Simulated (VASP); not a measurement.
Band structure of InAs (zinc blende). All values below come from RPBE GGA, VASP's PBE PAW potentials (set 64) (plane waves; VASP).

Unless said otherwise, spin-orbit coupling is left out, though it shifts the bands of the heavy elements here.

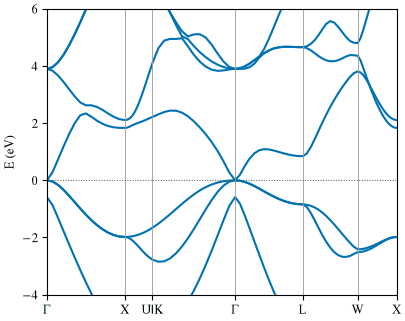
Bands along high-symmetry lines, zero at the valence-band maximum or, without a gap, the Fermi level

**Question.** Read the plot: is there a gap, and where are the band edges?

**Answer.** It has no gap at this level: it comes out as a metal or semimetal. (Edges off the drawn lines would not show.)

The compound is InAs in the zinc blende structure. It was relaxed first, which changed the volume by +10 %.
